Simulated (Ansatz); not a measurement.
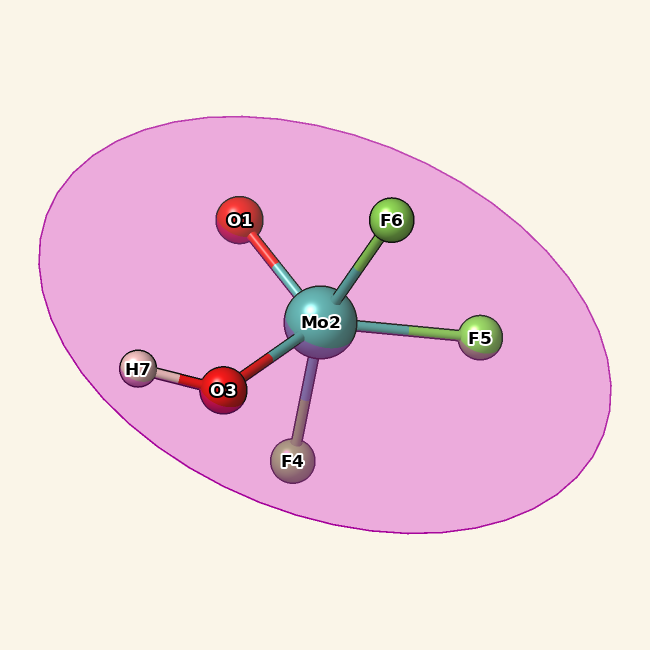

A disc through the centre of mass is drawn in. Distant atoms are faded towards the background colour. The species is neutral and a spin singlet. The geometry was computed by an optimisation with PBE-D4/def2-SVP. No frequency run is at hand to confirm it as a minimum.

### Is the plane of the disc a mirror plane of the structure?

Yes. The reflection leaves O1, Mo2, O3, F5, H7 in place and moves F4 ↔ F6. The point group is Cs.
